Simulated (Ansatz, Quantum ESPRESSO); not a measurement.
# graphene, 3 layers, AB stacking against a metal electrode: the far face's level over the Fermi level at a withheld member of a series

Method. Quantum ESPRESSO 7.5, PBE, GBRV ultrasoft. The slab is relaxed neutral under PBE-D3(BJ), then held. ESM with bc3: vacuum below and a metal electrode about 6 Å above the top atoms. Fermi-Dirac smearing of 0.004 Ry and a dense mesh. Charges are set per cell from the starting area. The series steps the charge of the slab (positive: electrons removed).

```
charge of the slab  far face's level over the Fermi level (eV)
     1 ×10¹³ e/cm²                                      4.3372
     2 ×10¹³ e/cm²                                      4.3633
     3 ×10¹³ e/cm²                                      4.3834
   4.5 ×10¹³ e/cm²                                      4.4027
     7 ×10¹³ e/cm²                                      4.4257
     8 ×10¹³ e/cm²                                      4.4330
```

**Question.** What is the far face's level over the Fermi level at 6 ×10¹³ e/cm²?

**Worked estimate.** The rows at 4.5 ×10¹³ e/cm² and 7 ×10¹³ e/cm² give a slope of (4.4257 − (4.4027))/(7 − (4.5)) = 0.0092, so a straight line gives 4.4165 eV. A parabola through these and the row at 3 ×10¹³ e/cm² gives 4.4179 eV.

What the calculation gave: 4.4213 eV. The line misses by −0.0048 and the parabola by −0.0034 eV.

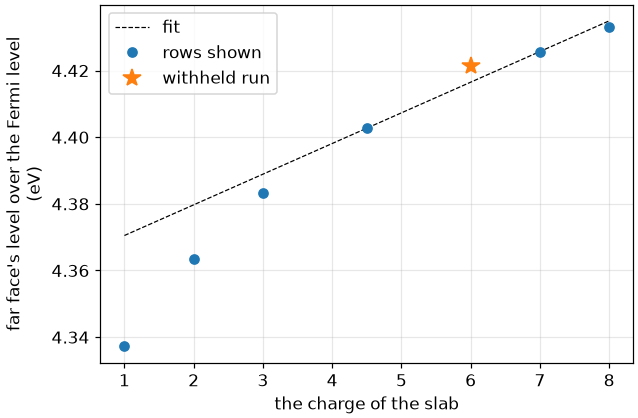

The rows shown, the fit and the withheld run.

Caveats: Vacuum fills the gap; ions don't answer the charge; added electrons can spill towards the electrode at the most negative charges. Members without a usable value, or on the other side of zero field or charge, are not listed.

[Logs are printed without paths, hosts, clocks, repeated set-up lines and the standing remarks that a program may print on its own settings, such as how far it seeks lower states.]
